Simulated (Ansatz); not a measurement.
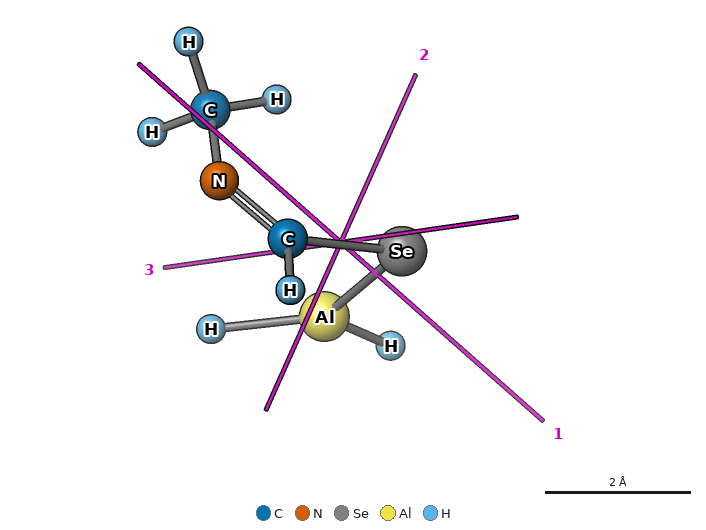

The three principal axes of inertia are drawn and numbered. Distant atoms are faded towards the background colour. Computed geometry: PBE0-D4/def2-TZVP optimisation. No frequency run is at hand to confirm it as a minimum. Masses are those of the most abundant isotopes; constants are for the rigid equilibrium geometry.

Question: Which line is the a axis (least moment of inertia), which b and which c?

Answer: a is line 1, b is line 3, c is line 2; the moments are 152, 273, 368 u Å².

Question: What kind of rotor is it, and what are its rotational constants in cm⁻¹?

Answer: An asymmetric top (C1): A = 0.111, B = 0.0618, C = 0.0458 cm⁻¹. Ray's parameter κ is −0.51, nearer the prolate limit.
